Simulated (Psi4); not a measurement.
**AsH3 (SMILES [H][As]([H])[H]): levels of theory compared**

We compute a comparison of 3 runs (SVWN5/aug-cc-pVDZ, CCSD/6-31G*, CCSD(T)/6-31G**) of AsH3. 

The calculation is run with Psi4 1.11.

4 further runs of the same task are left out: 2 for a known fault of the program, 1 that didn't finish, 1 set aside as unsound or not needed.

## (1) The system as given

AsH3 has 4 atoms, charge 0, and is taken as a singlet. SMILES: `[H][As]([H])[H]`. The shape comes from GFN2-xTB, which is rough for such elements, and wasn't checked as a minimum.

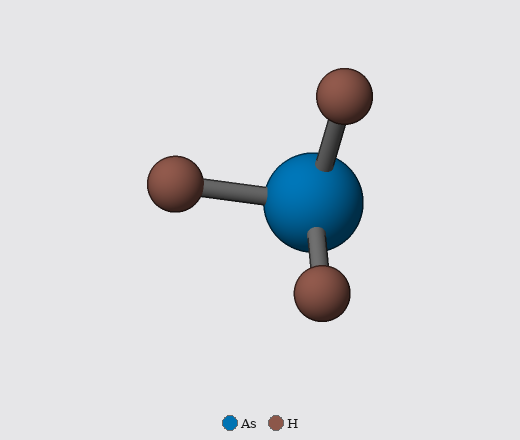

The structure, seen from a chosen angle (arsenic blue, hydrogen brown).

## (2) Energy and forces at SVWN5/aug-cc-pVDZ (run 1)

Input file ash3.inp:

```
memory 1.6 GB

molecule m {
  0 1
  As    -0.004370     0.005540     0.655970
  H      1.216520    -0.029700    -0.207950
  H     -0.582780     1.061080    -0.232340
  H     -0.629370    -1.036930    -0.215680
  symmetry c1
}

set {
  basis aug-cc-pVDZ
  puream true
  e_convergence 1e-09
  d_convergence 1e-08
  scf_type pk
  dft_radial_points 99
  dft_spherical_points 590
}

gradient("scf", dft_functional={"name": "SVWN5", "x_functionals": {"LDA_X": {}}, "c_functionals": {"LDA_C_VWN": {}}})
print_variables()
```

On the command line:

```sh
$ psi4 -n 1 ash3.inp ash3.out
```

ash3.out:

```text
[...]
  Running in c1 symmetry.
[...]
  Nuclear repulsion =   35.776758271228694
[...]
  Multiplicity = 1
[...]
  Nalpha       = 18
  Nbeta        = 18
[...]
    Number of basis functions: 63
[...]
   @RKS iter   1: -2233.63725182708231   -2.27181e+00   1.96042e-02 ADIIS/DIIS
[...]
   @RKS iter  10: -2234.31555730772880   -6.36646e-12   2.25479e-09 DIIS
[...]
    Orbital Energies [Eh]
    ---------------------
    Doubly Occupied:
       1A   -423.370049     2A    -53.139358     3A    -47.580718
       4A    -47.580716     5A    -47.579490     6A     -6.715197
       7A     -4.837496     8A     -4.837486     9A     -4.833426
      10A     -1.527430    11A     -1.527421    12A     -1.524466
      13A     -1.524449    14A     -1.522454    15A     -0.593898
      16A     -0.329589    17A     -0.329069    18A     -0.255600
[...]
  @RKS Final Energy: -2234.31555730772880
   => Energetics <=
    Nuclear Repulsion Energy =             35.7767582712286938
    One-Electron Energy =               -3186.3997742988472055
    Two-Electron Energy =                 997.0645225533036182
    DFT Exchange-Correlation Energy =     -80.7570638334138806
    Empirical Dispersion Energy =           0.0000000000000000
    VV10 Nonlocal Energy =                  0.0000000000000000
    Total Energy =                      -2234.3155573077287954
[...]
 Multipole Moments:
 ------------------------------------------------------------------------------------
     Multipole            Electronic (a.u.)      Nuclear  (a.u.)        Total (a.u.)
 ------------------------------------------------------------------------------------
 L = 1.  Multiply by 2.5417464519 to convert [e a0] to [Debye]
 Dipole X            :         -0.0159414            0.0176566            0.0017152
 Dipole Y            :          0.0211420           -0.0223939           -0.0012519
 Dipole Z            :          2.4934148           -2.6503826           -0.1569677
 Magnitude           :                                                    0.1569821
[...]
  -Total Gradient:
     Atom            X                  Y                   Z
    ------   -----------------  -----------------  -----------------
       1        0.000233108110    -0.000206825570    -0.021270976260
       2       -0.013478004013     0.000320728342     0.007016500866
       3        0.006310744211    -0.011921317261     0.007210393012
       4        0.006934139985     0.011807733863     0.007044019004
[...]
```

Run time: 20 s. Hardware: 1 thread of Intel Xeon Platinum 8375C at 2.90GHz (Ice Lake), shared host; peak memory 0.53 GiB.

## (3) The energy at CCSD/6-31G(d) (spherical functions) (run 2)

Input file input.dat:

```
memory 1600 MB

molecule m {
  0 1
  As    -0.004370     0.005540     0.655970
  H      1.216520    -0.029700    -0.207950
  H     -0.582780     1.061080    -0.232340
  H     -0.629370    -1.036930    -0.215680
  symmetry c1
}

set reference rhf
set puream true
set e_convergence 1e-09
set d_convergence 1e-08
set scf_type pk
set num_frozen_docc 9

energy("ccsd/6-31G*")
```

On the command line:

```sh
$ psi4 -i input.dat -o output.dat -n 1
```

output.dat:

```text
[...]
  Running in c1 symmetry.
[...]
  Nuclear repulsion =   35.776758271228694
[...]
  Multiplicity = 1
[...]
  Nalpha       = 18
  Nbeta        = 18
[...]
    Number of basis functions: 38
[...]
   @RHF iter   1: -2234.76651591965810   -2.94776e+00   5.52014e-02 ADIIS/DIIS
[...]
   @RHF iter  10: -2235.62528304386478    2.27374e-12   2.53034e-09 DIIS
[...]
    Orbital Energies [Eh]
    ---------------------
    Doubly Occupied:
       1A   -432.575631     2A    -56.333188     3A    -50.180796
       4A    -50.180794     5A    -50.180074     6A     -8.039480
       7A     -5.893267     8A     -5.893262     9A     -5.889449
      10A     -2.104984    11A     -2.104974    12A     -2.100594
      13A     -2.100585    14A     -2.097466    15A     -0.839436
      16A     -0.493621    17A     -0.492954    18A     -0.386796
[...]
  @RHF Final Energy: -2235.62528304386478
   => Energetics <=
    Nuclear Repulsion Energy =             35.7767582712286938
    One-Electron Energy =               -3187.0293806114632389
    Two-Electron Energy =                 915.6273392963698825
    Total Energy =                      -2235.6252830438647834
[...]
 Multipole Moments:
 ------------------------------------------------------------------------------------
     Multipole            Electronic (a.u.)      Nuclear  (a.u.)        Total (a.u.)
 ------------------------------------------------------------------------------------
 L = 1.  Multiply by 2.5417464519 to convert [e a0] to [Debye]
 Dipole X            :         -0.0154109            0.0176566            0.0022457
 Dipole Y            :          0.0209103           -0.0223939           -0.0014837
 Dipole Z            :          2.4631963           -2.6503826           -0.1871863
 Magnitude           :                                                    0.1872057
[...]
      * MP2 total energy                      = -2235.880043796978498
[...]
      * CCSD total energy                     = -2235.892040665487002
[...]
```

It took 3.9 s on 1 thread of Intel Xeon Platinum 8375C at 2.90GHz (Ice Lake), shared host; peak memory 0.2 GiB.

## (4) The energy at CCSD(T)/6-31G(d,p) (Cholesky decomposition, Cartesian functions) (run 3)

Input file run.py:

```python
import numpy as np
from ase.calculators.psi4 import Psi4
from ase import Atoms

atoms = Atoms(['As', 'H', 'H', 'H'], positions=[
    [-0.004370, 0.005540, 0.655970],
    [1.216520, -0.029700, -0.207950],
    [-0.582780, 1.061080, -0.232340],
    [-0.629370, -1.036930, -0.215680],
])
calc = Psi4(atoms=atoms, method='ccsd(t)', basis='6-31G**', memory='1600MB', num_threads=1, charge=0, multiplicity=1, label='ash3')
calc.psi4.set_options({'scf_type': 'cd', 'freeze_core': True})
atoms.calc = calc

print(f'energy: {atoms.get_potential_energy():.6f} eV')
```

On the command line:

```sh
$ python run.py
```

ash3.dat:

```text
[...]
  Running in c1 symmetry.
[...]
  Nuclear repulsion =   35.776758271228694
[...]
  Multiplicity = 1
[...]
  Nalpha       = 18
  Nbeta        = 18
[...]
    Number of basis functions: 50
[...]
   @RHF iter   1: -2234.68907660292734   -2.89166e+00   4.65733e-02 ADIIS/DIIS
[...]
   @RHF iter  10: -2235.63225014278123   -1.36424e-12   4.26443e-09 DIIS
[...]
    Orbital Energies [Eh]
    ---------------------
    Doubly Occupied:
       1A   -432.589736     2A    -56.334715     3A    -50.184565
       4A    -50.184562     5A    -50.183787     6A     -8.039075
       7A     -5.893336     8A     -5.893213     9A     -5.889222
      10A     -2.104647    11A     -2.104408    12A     -2.100319
      13A     -2.099978    14A     -2.096838    15A     -0.838752
      16A     -0.492658    17A     -0.491984    18A     -0.386048
[...]
  @RHF Final Energy: -2235.63225014278123
   => Energetics <=
    Nuclear Repulsion Energy =             35.7767582712286938
    One-Electron Energy =               -3187.0023330944550253
    Two-Electron Energy =                 915.5933246804448800
    Total Energy =                      -2235.6322501427816860
[...]
 Multipole Moments:
 ------------------------------------------------------------------------------------
     Multipole            Electronic (a.u.)      Nuclear  (a.u.)        Total (a.u.)
 ------------------------------------------------------------------------------------
 L = 1.  Multiply by 2.5417464519 to convert [e a0] to [Debye]
 Dipole X            :         -0.0154782            0.0176566            0.0021784
 Dipole Y            :          0.0210415           -0.0223939           -0.0013525
 Dipole Z            :          2.4509885           -2.6503826           -0.1993940
 Magnitude           :                                                    0.1994105
[...]
      * MP2 total energy                      = -2235.917803470772469
[...]
      * CCSD total energy                     = -2235.928626356446784
[...]
      * CCSD(T) total energy                  = -2235.933800474211694
```

The script printed:

```text
energy: -60842.857770 eV
```

Run time: 4.8 s. Hardware: 1 thread of Intel Xeon Platinum 8375C at 2.90GHz (Ice Lake), shared host; peak memory 0.24 GiB.

## (5) The series

```csv
run,level,task,frozen core orbitals,energy (Eh),HOMO energy (eV),LUMO energy (eV),HOMO–LUMO gap (eV),wall time
1,SVWN5/aug-cc-pVDZ,gradient,0,-2234.315557,-6.96,-0.75,6.20,20 s
2,CCSD/6-31G* (spherical functions),energy,9,-2235.892041,-10.53,4.07,14.59,3.9 s
3,"CCSD(T)/6-31G** (Cholesky decomposition, Cartesian functions)",energy,9,-2235.933800,-10.50,4.09,14.60,4.8 s
```

## (6) Summary of results

```
                                          quantity           value
                               run 3: total energy  -2235.93380 Eh
        run 3: HOMO energy (Hartree–Fock orbitals)       -10.50 eV
        run 3: LUMO energy (Hartree–Fock orbitals)         4.09 eV
      run 3: HOMO–LUMO gap (Hartree–Fock orbitals)        14.60 eV
run 3: correlation energy (9 core orbitals frozen)      -299.8 mEh
                             run 3: (T) correction       -5.17 mEh
                              run 3: T1 diagnostic           0.009
```

All runs together took 29 s, the longest 20 s.
